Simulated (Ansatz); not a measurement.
Molecular dynamics, with input and output: GeH3OF (part 1 of 5)

The run: molecular dynamics of GeH3OF. Method and program: RKS PBE-D4/def2-SVP (Ansatz 0.2.0).

It belongs to a series of runs on one base structure; here: dynamics from the highest image of the converged band. Figures and captions count atoms from 1; the log counts them from 0 in places.

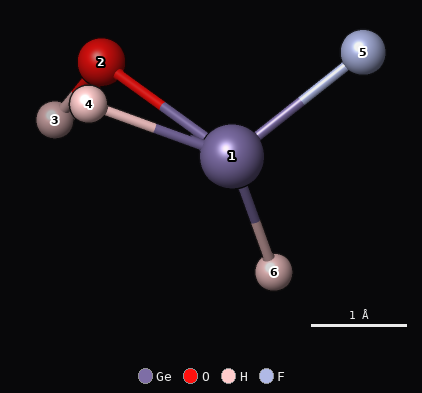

The structure as given in the input (ball-and-stick view, seen at a tilt; atoms are numbered from 1 in the order of the input). Sticks mark near contacts. Bond lengths as drawn: F–Ge 1.76 Å, Ge–H 1.58 to 1.63 Å, Ge–O 2.01 Å and H–O 0.98 Å.

### Input file
```yaml
crystal:
  periodic: [false, false, false]
  atoms:
    - { symbol: Ge, position_ang: [0.18984, -0.026026, -0.332426] }
    - { symbol: O, position_ang: [0.724386, 0.208344, 1.594668] }
    - { symbol: H, position_ang: [0.644101, -0.635001, 2.092362] }
    - { symbol: H, position_ang: [1.615122, 0.029967, 0.46224] }
    - { symbol: F, position_ang: [-0.774095, 1.42648, -0.606318] }
    - { symbol: H, position_ang: [-0.887454, -1.179064, -0.327325] }
basis:
  gaussian: { orbitals: def2-SVP }
hamiltonian:
  xc: pbe
  dispersion: d4
md:
  timestep: 0.5
  n_steps: 200
  ensemble: nve
  temperature: 100.0
  initial_velocities: maxwell_boltzmann
  seed: 4679
```

Run as:
```bash
ansatz run input.yaml --threads 2 --pin off --max-ram 3072MiB --backend cpu --events-out ev --progress --plain --runs-dir out
```

### What the program printed
```
Engine: ansatz 0.2.0, aarch64-unknown-linux-gnu
Functional definition: PBE
  parameter kappa = 0.804
  parameter beta = 0.06672455060314922
  exchange = pbe_x(kappa = kappa, mu = beta*pi^2/3)
  correlation = pbe_c(beta = beta)
816 factors; their error is unknown
mean field evaluation 1: about -61297.8630 eV, gradient 6.7e1 eV
mean field evaluation 2: about -61202.7688 eV, gradient 2.0e2 eV
mean field evaluation 4: about -61303.2258 eV, gradient 3.6e1 eV
mean field evaluation 8: about -61305.8321 eV, gradient 1.4e-1 eV
mean field evaluation 16: about -61305.7792 eV, gradient 9.2e-5 eV
mean field -61305.77922397 eV, -2252.9458319313 hartree, gradient 2.2e-5 eV, S^2 0.000000; 0 other end points of the search recorded, 0 dependent functions left out
the calculation of the forces begins
reference -61305.77925305 eV, -2252.9458330000 hartree; 26, 26 occupied and 49, 49 virtual orbitals, 816 factors
md step     0: t =     0.00 fs  T =   100.0 K  F+E_penalty+E_count = -61305.85452620 eV  E_kin = 0.051704 eV  conserved = -61305.80282220 eV  (27 SCF iters)
these checks for a lower state are left out or cut short: starts, cluster_reference, orbital_swaps, neighbouring_geometries, increment
816 factors; their error is unknown
mean field -61305.77571096 eV, -2252.9457028304 hartree, gradient 2.2e-5 eV, S^2 0.000000; 0 other end points of the search recorded, 0 dependent functions left out
the calculation of the forces begins
reference -61305.77573992 eV, -2252.9457038946 hartree; 26, 26 occupied and 49, 49 virtual orbitals, 816 factors
md step     1: t =     0.50 fs  T =    93.3 K  F+E_penalty+E_count = -61305.85097741 eV  E_kin = 0.048220 eV  conserved = -61305.80275746 eV  (29 SCF iters)
[... from here on the SCF iterations and repeated set-up lines of each step are left out, up to the last step ...]
md step     2: t =     1.00 fs  T =    75.8 K  F+E_penalty+E_count = -61305.84170211 eV  E_kin = 0.039208 eV  conserved = -61305.80249392 eV  (29 SCF iters)
md step     3: t =     1.50 fs  T =    55.6 K  F+E_penalty+E_count = -61305.83089776 eV  E_kin = 0.028747 eV  conserved = -61305.80215045 eV  (30 SCF iters)
md step     4: t =     2.00 fs  T =    42.4 K  F+E_penalty+E_count = -61305.82387238 eV  E_kin = 0.021943 eV  conserved = -61305.80192934 eV  (30 SCF iters)
md step     5: t =     2.50 fs  T =    42.6 K  F+E_penalty+E_count = -61305.82399998 eV  E_kin = 0.022026 eV  conserved = -61305.80197404 eV  (30 SCF iters)
md step     6: t =     3.00 fs  T =    54.9 K  F+E_penalty+E_count = -61305.83060932 eV  E_kin = 0.028361 eV  conserved = -61305.80224792 eV  (29 SCF iters)
md step     7: t =     3.50 fs  T =    71.5 K  F+E_penalty+E_count = -61305.83951822 eV  E_kin = 0.036950 eV  conserved = -61305.80256790 eV  (30 SCF iters)
md step     8: t =     4.00 fs  T =    83.1 K  F+E_penalty+E_count = -61305.84574391 eV  E_kin = 0.042991 eV  conserved = -61305.80275319 eV  (28 SCF iters)
md step     9: t =     4.50 fs  T =    84.2 K  F+E_penalty+E_count = -61305.84625984 eV  E_kin = 0.043524 eV  conserved = -61305.80273619 eV  (29 SCF iters)
md step    10: t =     5.00 fs  T =    74.6 K  F+E_penalty+E_count = -61305.84112482 eV  E_kin = 0.038562 eV  conserved = -61305.80256291 eV  (29 SCF iters)
md step    11: t =     5.50 fs  T =    59.1 K  F+E_penalty+E_count = -61305.83287821 eV  E_kin = 0.030548 eV  conserved = -61305.80233035 eV  (29 SCF iters)
md step    12: t =     6.00 fs  T =    44.4 K  F+E_penalty+E_count = -61305.82507944 eV  E_kin = 0.022950 eV  conserved = -61305.80212968 eV  (30 SCF iters)
md step    13: t =     6.50 fs  T =    36.4 K  F+E_penalty+E_count = -61305.82086200 eV  E_kin = 0.018840 eV  conserved = -61305.80202167 eV  (29 SCF iters)
md step    14: t =     7.00 fs  T =    38.5 K  F+E_penalty+E_count = -61305.82193217 eV  E_kin = 0.019899 eV  conserved = -61305.80203346 eV  (30 SCF iters)
md step    15: t =     7.50 fs  T =    50.2 K  F+E_penalty+E_count = -61305.82810175 eV  E_kin = 0.025939 eV  conserved = -61305.80216307 eV  (30 SCF iters)
md step    16: t =     8.00 fs  T =    67.6 K  F+E_penalty+E_count = -61305.83732307 eV  E_kin = 0.034944 eV  conserved = -61305.80237870 eV  (29 SCF iters)
md step    17: t =     8.50 fs  T =    84.3 K  F+E_penalty+E_count = -61305.84622696 eV  E_kin = 0.043611 eV  conserved = -61305.80261586 eV  (29 SCF iters)
md step    18: t =     9.00 fs  T =    93.6 K  F+E_penalty+E_count = -61305.85118442 eV  E_kin = 0.048403 eV  conserved = -61305.80278146 eV  (28 SCF iters)
md step    19: t =     9.50 fs  T =    90.9 K  F+E_penalty+E_count = -61305.84978454 eV  E_kin = 0.047006 eV  conserved = -61305.80277896 eV  (30 SCF iters)
md step    20: t =    10.00 fs  T =    76.8 K  F+E_penalty+E_count = -61305.84227583 eV  E_kin = 0.039707 eV  conserved = -61305.80256845 eV  (29 SCF iters)
md step    21: t =    10.50 fs  T =    57.7 K  F+E_penalty+E_count = -61305.83207984 eV  E_kin = 0.029854 eV  conserved = -61305.80222573 eV  (30 SCF iters)
md step    22: t =    11.00 fs  T =    43.7 K  F+E_penalty+E_count = -61305.82453854 eV  E_kin = 0.022602 eV  conserved = -61305.80193663 eV  (30 SCF iters)
md step    23: t =    11.50 fs  T =    42.9 K  F+E_penalty+E_count = -61305.82408595 eV  E_kin = 0.022204 eV  conserved = -61305.80188175 eV  (30 SCF iters)
md step    24: t =    12.00 fs  T =    57.0 K  F+E_penalty+E_count = -61305.83158021 eV  E_kin = 0.029493 eV  conserved = -61305.80208759 eV  (30 SCF iters)
md step    25: t =    12.50 fs  T =    80.2 K  F+E_penalty+E_count = -61305.84389149 eV  E_kin = 0.041484 eV  conserved = -61305.80240750 eV  (29 SCF iters)
md step    26: t =    13.00 fs  T =   103.3 K  F+E_penalty+E_count = -61305.85607367 eV  E_kin = 0.053431 eV  conserved = -61305.80264227 eV  (30 SCF iters)
md step    27: t =    13.50 fs  T =   119.3 K  F+E_penalty+E_count = -61305.86436776 eV  E_kin = 0.061688 eV  conserved = -61305.80267933 eV  (30 SCF iters)
md step    28: t =    14.00 fs  T =   126.6 K  F+E_penalty+E_count = -61305.86799536 eV  E_kin = 0.065466 eV  conserved = -61305.80252947 eV  (29 SCF iters)
md step    29: t =    14.50 fs  T =   129.2 K  F+E_penalty+E_count = -61305.86910365 eV  E_kin = 0.066826 eV  conserved = -61305.80227787 eV  (29 SCF iters)
md step    30: t =    15.00 fs  T =   134.4 K  F+E_penalty+E_count = -61305.87151617 eV  E_kin = 0.069497 eV  conserved = -61305.80201947 eV  (30 SCF iters)
md step    31: t =    15.50 fs  T =   149.7 K  F+E_penalty+E_count = -61305.87924489 eV  E_kin = 0.077418 eV  conserved = -61305.80182643 eV  (30 SCF iters)
md step    32: t =    16.00 fs  T =   181.0 K  F+E_penalty+E_count = -61305.89533815 eV  E_kin = 0.093603 eV  conserved = -61305.80173512 eV  (30 SCF iters)
md step    33: t =    16.50 fs  T =   231.1 K  F+E_penalty+E_count = -61305.92125869 eV  E_kin = 0.119506 eV  conserved = -61305.80175297 eV  (29 SCF iters)
md step    34: t =    17.00 fs  T =   299.6 K  F+E_penalty+E_count = -61305.95675869 eV  E_kin = 0.154898 eV  conserved = -61305.80186099 eV  (30 SCF iters)
md step    35: t =    17.50 fs  T =   383.3 K  F+E_penalty+E_count = -61306.00021348 eV  E_kin = 0.198199 eV  conserved = -61305.80201449 eV  (29 SCF iters)
md step    36: t =    18.00 fs  T =   478.2 K  F+E_penalty+E_count = -61306.04938799 eV  E_kin = 0.247237 eV  conserved = -61305.80215098 eV  (28 SCF iters)
md step    37: t =    18.50 fs  T =   580.8 K  F+E_penalty+E_count = -61306.10250212 eV  E_kin = 0.300288 eV  conserved = -61305.80221440 eV  (26 SCF iters)
md step    38: t =    19.00 fs  T =   690.3 K  F+E_penalty+E_count = -61306.15915227 eV  E_kin = 0.356934 eV  conserved = -61305.80221850 eV  (28 SCF iters, 3 dispersion substeps)
md step    39: t =    19.50 fs  T =   808.1 K  F+E_penalty+E_count = -61306.22014727 eV  E_kin = 0.417822 eV  conserved = -61305.80232567 eV  (27 SCF iters, 3 dispersion substeps)
md step    40: t =    20.00 fs  T =   932.9 K  F+E_penalty+E_count = -61306.28519179 eV  E_kin = 0.482338 eV  conserved = -61305.80285353 eV  (27 SCF iters, 3 dispersion substeps)
md step    41: t =    20.50 fs  T =  1053.0 K  F+E_penalty+E_count = -61306.34850374 eV  E_kin = 0.544427 eV  conserved = -61305.80407641 eV  (27 SCF iters, 3 dispersion substeps)
md step    42: t =    21.00 fs  T =  1140.7 K  F+E_penalty+E_count = -61306.39552427 eV  E_kin = 0.589786 eV  conserved = -61305.80573835 eV  (27 SCF iters, 3 dispersion substeps)
md step    43: t =    21.50 fs  T =  1162.4 K  F+E_penalty+E_count = -61306.40759893 eV  E_kin = 0.601024 eV  conserved = -61305.80657522 eV  (27 SCF iters, 3 dispersion substeps)
md step    44: t =    22.00 fs  T =  1113.0 K  F+E_penalty+E_count = -61306.38029273 eV  E_kin = 0.575459 eV  conserved = -61305.80483347 eV  (27 SCF iters, 3 dispersion substeps)
md step    45: t =    22.50 fs  T =  1053.7 K  F+E_penalty+E_count = -61306.34561412 eV  E_kin = 0.544826 eV  conserved = -61305.80078817 eV  (27 SCF iters, 3 dispersion substeps)
md step    46: t =    23.00 fs  T =  1092.9 K  F+E_penalty+E_count = -61306.36356276 eV  E_kin = 0.565073 eV  conserved = -61305.79848938 eV  (26 SCF iters, 3 dispersion substeps)
md step    47: t =    23.50 fs  T =  1285.2 K  F+E_penalty+E_count = -61306.46568823 eV  E_kin = 0.664513 eV  conserved = -61305.80117560 eV  (25 SCF iters, 3 dispersion substeps)
md step    48: t =    24.00 fs  T =  1561.3 K  F+E_penalty+E_count = -61306.61335328 eV  E_kin = 0.807234 eV  conserved = -61305.80611924 eV  (25 SCF iters, 3 dispersion substeps)
md step    49: t =    24.50 fs  T =  1789.3 K  F+E_penalty+E_count = -61306.73396735 eV  E_kin = 0.925118 eV  conserved = -61305.80884982 eV  (25 SCF iters, 3 dispersion substeps)
md step    50: t =    25.00 fs  T =  1885.3 K  F+E_penalty+E_count = -61306.78322003 eV  E_kin = 0.974757 eV  conserved = -61305.80846302 eV  (25 SCF iters, 3 dispersion substeps)
md step    51: t =    25.50 fs  T =  1848.0 K  F+E_penalty+E_count = -61306.76204071 eV  E_kin = 0.955512 eV  conserved = -61305.80652826 eV  (26 SCF iters, 3 dispersion substeps)
md step    52: t =    26.00 fs  T =  1725.3 K  F+E_penalty+E_count = -61306.69656578 eV  E_kin = 0.892062 eV  conserved = -61305.80450330 eV  (25 SCF iters, 3 dispersion substeps)
md step    53: t =    26.50 fs  T =  1573.5 K  F+E_penalty+E_count = -61306.61655241 eV  E_kin = 0.813566 eV  conserved = -61305.80298624 eV  (25 SCF iters, 3 dispersion substeps)
md step    54: t =    27.00 fs  T =  1437.8 K  F+E_penalty+E_count = -61306.54540228 eV  E_kin = 0.743396 eV  conserved = -61305.80200673 eV  (27 SCF iters, 3 dispersion substeps)
md step    55: t =    27.50 fs  T =  1348.9 K  F+E_penalty+E_count = -61306.49883365 eV  E_kin = 0.697436 eV  conserved = -61305.80139742 eV  (28 SCF iters, 3 dispersion substeps)
md step    56: t =    28.00 fs  T =  1326.6 K  F+E_penalty+E_count = -61306.48691998 eV  E_kin = 0.685908 eV  conserved = -61305.80101237 eV  (28 SCF iters, 3 dispersion substeps)
md step    57: t =    28.50 fs  T =  1383.3 K  F+E_penalty+E_count = -61306.51605610 eV  E_kin = 0.715208 eV  conserved = -61305.80084797 eV  (26 SCF iters, 3 dispersion substeps)
md step    58: t =    29.00 fs  T =  1523.6 K  F+E_penalty+E_count = -61306.58886761 eV  E_kin = 0.787776 eV  conserved = -61305.80109142 eV  (25 SCF iters, 3 dispersion substeps)
md step    59: t =    29.50 fs  T =  1739.2 K  F+E_penalty+E_count = -61306.70132415 eV  E_kin = 0.899256 eV  conserved = -61305.80206800 eV  (26 SCF iters, 3 dispersion substeps)
md step    60: t =    30.00 fs  T =  1999.7 K  F+E_penalty+E_count = -61306.83799778 eV  E_kin = 1.033927 eV  conserved = -61305.80407068 eV  (25 SCF iters, 3 dispersion substeps)
md step    61: t =    30.50 fs  T =  2246.0 K  F+E_penalty+E_count = -61306.96829176 eV  E_kin = 1.161247 eV  conserved = -61305.80704513 eV  (26 SCF iters, 3 dispersion substeps)
md step    62: t =    31.00 fs  T =  2395.6 K  F+E_penalty+E_count = -61307.04866032 eV  E_kin = 1.238622 eV  conserved = -61305.81003839 eV  (26 SCF iters, 3 dispersion substeps)
md step    63: t =    31.50 fs  T =  2375.3 K  F+E_penalty+E_count = -61307.03877268 eV  E_kin = 1.228119 eV  conserved = -61305.81065334 eV  (25 SCF iters, 3 dispersion substeps)
md step    64: t =    32.00 fs  T =  2187.3 K  F+E_penalty+E_count = -61306.93715333 eV  E_kin = 1.130932 eV  conserved = -61305.80622096 eV  (27 SCF iters, 3 dispersion substeps)
md step    65: t =    32.50 fs  T =  1964.6 K  F+E_penalty+E_count = -61306.81442059 eV  E_kin = 1.015757 eV  conserved = -61305.79866370 eV  (27 SCF iters, 3 dispersion substeps)
md step    66: t =    33.00 fs  T =  1900.4 K  F+E_penalty+E_count = -61306.77873554 eV  E_kin = 0.982594 eV  conserved = -61305.79614119 eV  (27 SCF iters, 3 dispersion substeps)
md step    67: t =    33.50 fs  T =  2056.6 K  F+E_penalty+E_count = -61306.86513405 eV  E_kin = 1.063340 eV  conserved = -61305.80179397 eV  (27 SCF iters, 3 dispersion substeps)
md step    68: t =    34.00 fs  T =  2294.9 K  F+E_penalty+E_count = -61306.99495599 eV  E_kin = 1.186578 eV  conserved = -61305.80837789 eV  (27 SCF iters, 3 dispersion substeps)
md step    69: t =    34.50 fs  T =  2436.4 K  F+E_penalty+E_count = -61307.06997166 eV  E_kin = 1.259709 eV  conserved = -61305.81026230 eV  (25 SCF iters, 3 dispersion substeps)
md step    70: t =    35.00 fs  T =  2409.7 K  F+E_penalty+E_count = -61307.05436357 eV  E_kin = 1.245909 eV  conserved = -61305.80845504 eV  (26 SCF iters, 3 dispersion substeps)
md step    71: t =    35.50 fs  T =  2248.7 K  F+E_penalty+E_count = -61306.96836467 eV  E_kin = 1.162677 eV  conserved = -61305.80568748 eV  (26 SCF iters, 3 dispersion substeps)
md step    72: t =    36.00 fs  T =  2025.8 K  F+E_penalty+E_count = -61306.85078305 eV  E_kin = 1.047396 eV  conserved = -61305.80338734 eV  (26 SCF iters, 3 dispersion substeps)
md step    73: t =    36.50 fs  T =  1807.3 K  F+E_penalty+E_count = -61306.73626096 eV  E_kin = 0.934438 eV  conserved = -61305.80182298 eV  (26 SCF iters, 3 dispersion substeps)
md step    74: t =    37.00 fs  T =  1641.1 K  F+E_penalty+E_count = -61306.64939422 eV  E_kin = 0.848540 eV  conserved = -61305.80085407 eV  (27 SCF iters, 3 dispersion substeps)
md step    75: t =    37.50 fs  T =  1557.7 K  F+E_penalty+E_count = -61306.60573418 eV  E_kin = 0.805374 eV  conserved = -61305.80035991 eV  (27 SCF iters, 3 dispersion substeps)
md step    76: t =    38.00 fs  T =  1572.0 K  F+E_penalty+E_count = -61306.61314177 eV  E_kin = 0.812782 eV  conserved = -61305.80035965 eV  (26 SCF iters, 3 dispersion substeps)
md step    77: t =    38.50 fs  T =  1683.4 K  F+E_penalty+E_count = -61306.67137897 eV  E_kin = 0.870394 eV  conserved = -61305.80098516 eV  (26 SCF iters, 3 dispersion substeps)
md step    78: t =    39.00 fs  T =  1871.8 K  F+E_penalty+E_count = -61306.77019351 eV  E_kin = 0.967780 eV  conserved = -61305.80241368 eV  (24 SCF iters, 3 dispersion substeps)
md step    79: t =    39.50 fs  T =  2093.0 K  F+E_penalty+E_count = -61306.88696967 eV  E_kin = 1.082182 eV  conserved = -61305.80478723 eV  (24 SCF iters, 3 dispersion substeps)
md step    80: t =    40.00 fs  T =  2277.4 K  F+E_penalty+E_count = -61306.98547797 eV  E_kin = 1.177501 eV  conserved = -61305.80797667 eV  (24 SCF iters, 3 dispersion substeps)
md step    81: t =    40.50 fs  T =  2337.9 K  F+E_penalty+E_count = -61307.01972377 eV  E_kin = 1.208791 eV  conserved = -61305.81093277 eV  (24 SCF iters, 3 dispersion substeps)
md step    82: t =    41.00 fs  T =  2207.3 K  F+E_penalty+E_count = -61306.95221504 eV  E_kin = 1.141256 eV  conserved = -61305.81095935 eV  (24 SCF iters, 3 dispersion substeps)
md step    83: t =    41.50 fs  T =  1912.0 K  F+E_penalty+E_count = -61306.79388246 eV  E_kin = 0.988602 eV  conserved = -61305.80528044 eV  (26 SCF iters, 3 dispersion substeps)
md step    84: t =    42.00 fs  T =  1624.1 K  F+E_penalty+E_count = -61306.63676204 eV  E_kin = 0.839733 eV  conserved = -61305.79702944 eV  (26 SCF iters, 3 dispersion substeps)
md step    85: t =    42.50 fs  T =  1556.5 K  F+E_penalty+E_count = -61306.60052234 eV  E_kin = 0.804753 eV  conserved = -61305.79576945 eV  (26 SCF iters, 3 dispersion substeps)
md step    86: t =    43.00 fs  T =  1740.5 K  F+E_penalty+E_count = -61306.70303230 eV  E_kin = 0.899927 eV  conserved = -61305.80310493 eV  (26 SCF iters, 3 dispersion substeps)
md step    87: t =    43.50 fs  T =  1991.3 K  F+E_penalty+E_count = -61306.83942966 eV  E_kin = 1.029593 eV  conserved = -61305.80983627 eV  (24 SCF iters, 3 dispersion substeps)
md step    88: t =    44.00 fs  T =  2114.4 K  F+E_penalty+E_count = -61306.90414742 eV  E_kin = 1.093233 eV  conserved = -61305.81091491 eV  (25 SCF iters, 3 dispersion substeps)
md step    89: t =    44.50 fs  T =  2051.8 K  F+E_penalty+E_count = -61306.86924928 eV  E_kin = 1.060864 eV  conserved = -61305.80838576 eV  (25 SCF iters, 3 dispersion substeps)
md step    90: t =    45.00 fs  T =  1854.8 K  F+E_penalty+E_count = -61306.76419669 eV  E_kin = 0.958992 eV  conserved = -61305.80520458 eV  (24 SCF iters, 3 dispersion substeps)
md step    91: t =    45.50 fs  T =  1607.2 K  F+E_penalty+E_count = -61306.63367068 eV  E_kin = 0.830974 eV  conserved = -61305.80269659 eV  (25 SCF iters, 3 dispersion substeps)
md step    92: t =    46.00 fs  T =  1381.5 K  F+E_penalty+E_count = -61306.51535436 eV  E_kin = 0.714267 eV  conserved = -61305.80108766 eV  (26 SCF iters, 3 dispersion substeps)
md step    93: t =    46.50 fs  T =  1226.4 K  F+E_penalty+E_count = -61306.43437876 eV  E_kin = 0.634116 eV  conserved = -61305.80026227 eV  (29 SCF iters, 3 dispersion substeps)
md step    94: t =    47.00 fs  T =  1168.0 K  F+E_penalty+E_count = -61306.40398214 eV  E_kin = 0.603905 eV  conserved = -61305.80007761 eV  (28 SCF iters, 3 dispersion substeps)
md step    95: t =    47.50 fs  T =  1212.3 K  F+E_penalty+E_count = -61306.42727232 eV  E_kin = 0.626833 eV  conserved = -61305.80043980 eV  (28 SCF iters, 3 dispersion substeps)
md step    96: t =    48.00 fs  T =  1348.5 K  F+E_penalty+E_count = -61306.49854773 eV  E_kin = 0.697204 eV  conserved = -61305.80134420 eV  (28 SCF iters, 3 dispersion substeps)
md step    97: t =    48.50 fs  T =  1548.3 K  F+E_penalty+E_count = -61306.60345231 eV  E_kin = 0.800541 eV  conserved = -61305.80291082 eV  (27 SCF iters, 3 dispersion substeps)
md step    98: t =    49.00 fs  T =  1764.5 K  F+E_penalty+E_count = -61306.71761097 eV  E_kin = 0.912303 eV  conserved = -61305.80530785 eV  (27 SCF iters, 3 dispersion substeps)
md step    99: t =    49.50 fs  T =  1928.0 K  F+E_penalty+E_count = -61306.80524582 eV  E_kin = 0.996870 eV  conserved = -61305.80837621 eV  (26 SCF iters, 3 dispersion substeps)
md step   100: t =    50.00 fs  T =  1959.1 K  F+E_penalty+E_count = -61306.82375897 eV  E_kin = 1.012946 eV  conserved = -61305.81081287 eV  (25 SCF iters, 3 dispersion substeps)
md step   101: t =    50.50 fs  T =  1810.1 K  F+E_penalty+E_count = -61306.74556380 eV  E_kin = 0.935905 eV  conserved = -61305.80965892 eV  (26 SCF iters, 3 dispersion substeps)
md step   102: t =    51.00 fs  T =  1541.9 K  F+E_penalty+E_count = -61306.60016889 eV  E_kin = 0.797233 eV  conserved = -61305.80293576 eV  (25 SCF iters, 3 dispersion substeps)
md step   103: t =    51.50 fs  T =  1349.3 K  F+E_penalty+E_count = -61306.49339248 eV  E_kin = 0.697617 eV  conserved = -61305.79577585 eV  (25 SCF iters, 3 dispersion substeps)
md step   104: t =    52.00 fs  T =  1413.4 K  F+E_penalty+E_count = -61306.52798128 eV  E_kin = 0.730786 eV  conserved = -61305.79719490 eV  (26 SCF iters, 3 dispersion substeps)
md step   105: t =    52.50 fs  T =  1698.8 K  F+E_penalty+E_count = -61306.68374158 eV  E_kin = 0.878367 eV  conserved = -61305.80537505 eV  (25 SCF iters, 3 dispersion substeps)
md step   106: t =    53.00 fs  T =  1992.5 K  F+E_penalty+E_count = -61306.84111613 eV  E_kin = 1.030225 eV  conserved = -61305.81089130 eV  (25 SCF iters, 3 dispersion substeps)
md step   107: t =    53.50 fs  T =  2124.8 K  F+E_penalty+E_count = -61306.90939066 eV  E_kin = 1.098626 eV  conserved = -61305.81076452 eV  (26 SCF iters, 3 dispersion substeps)
md step   108: t =    54.00 fs  T =  2070.6 K  F+E_penalty+E_count = -61306.87834968 eV  E_kin = 1.070578 eV  conserved = -61305.80777125 eV  (27 SCF iters, 3 dispersion substeps)
```
